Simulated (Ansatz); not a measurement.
Reaction (SMILES): Cl (HCl) → Cl atom + H atom
B3LYP-D3(BJ)/def2-TZVP geometries, fixed; electronic energies without zero-point terms.

Basis-set convergence of the bond dissociation energy at MP2 with Ansatz (a program for electronic structure). Cartesian d functions, on some or all atoms, in 6-31+G*; all else is spherical. Cores are frozen. Open shells are unrestricted. No added dispersion term, no relativity. Functions are those of the species that has most. Reference: Hartree-Fock in aug-cc-pV(5+d)Z plus the correlation part extrapolated as X^-3 from aug-cc-pV(Q+d)Z and aug-cc-pV(5+d)Z, 108.40 kcal/mol, itself unsure by roughly 0.19 kcal/mol (a third of the extrapolation step and of the last Hartree-Fock step). Deviations are taken from unrounded values.

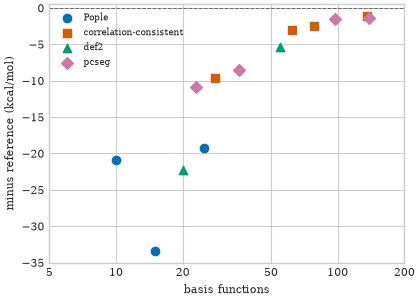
Fig. 1. Deviation from the reference against the number of basis functions, by family of sets.

| basis | functions | bond dissociation energy (kcal/mol) | minus reference (kcal/mol) |
|---|---|---|---|
| STO-3G | 10 | 87.48 | -20.92 |
| 3-21G | 15 | 75.01 | -33.39 |
| def2-SV(P) | 20 | 86.10 | -22.30 |
| pcseg-1 | 23 | 97.49 | -10.90 |
| 6-31+G* | 25 | 89.16 | -19.24 |
| cc-pV(D+d)Z | 28 | 98.79 | -9.61 |
| aug-pcseg-1 | 36 | 99.93 | -8.46 |
| def2-TZVPD | 55 | 102.99 | -5.40 |
| jun-cc-pV(T+d)Z | 62 | 105.39 | -3.01 |
| aug-cc-pV(T+d)Z | 78 | 105.94 | -2.46 |
| pcseg-3 | 97 | 106.89 | -1.50 |
| aug-cc-pV(Q+d)Z | 135 | 107.31 | -1.09 |
| aug-pcseg-3 | 138 | 106.99 | -1.41 |
